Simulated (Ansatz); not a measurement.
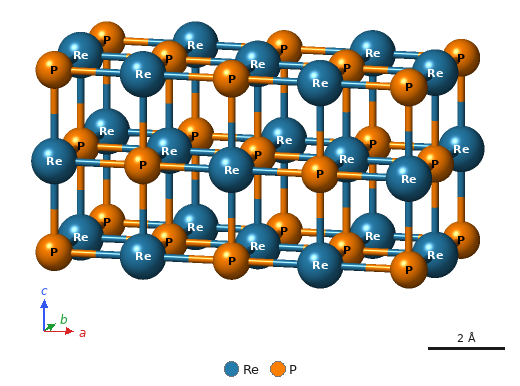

The starting point is crystalline ReP (built on the rocksalt type). A ball-and-stick model of the conventional cell (4 times the calculation's cell), repeated 2 × 1 × 1 with one cell outlined, seen slightly off an axis. Lengths and directions refer to the drawn axes.

These are results of DFT PBEsol, scalar-relativistic, plane waves, PAW in Ansatz 0.2.0, not measurements. Set-up: plane-wave cutoff 420 eV; k-point mesh 12 × 12 × 12; occupations gaussian; smearing width 0.05 eV; no spin polarisation.

Change: The cell is strained by +1.5 % along [1 1 0], −1.5 % along [1 −1 0], none along the third axis (volume 0.0 %), the atoms keeping their fractional coordinates. No relaxation follows.

What is the effect?

Answer. Energy change: −5.1 meV per atom. The pressure goes from 0.0 to −0.1 GPa. The principal stresses (compression positive) are 3.5 GPa along [1 1 0], −0.2 GPa along c, −3.4 GPa along [1 −1 0]. All forces vanish by symmetry. The space group (tolerance 0.01 Å) goes from Fm-3m (No. 225) to Immm (No. 71).

Drawn alike, the variant:

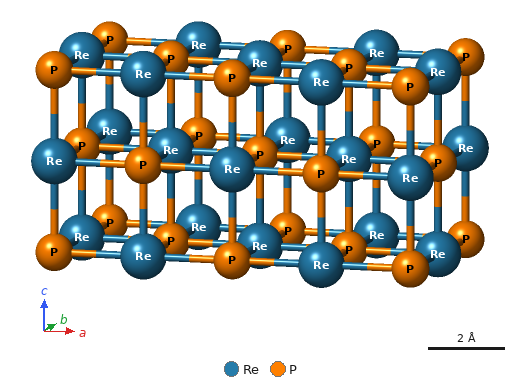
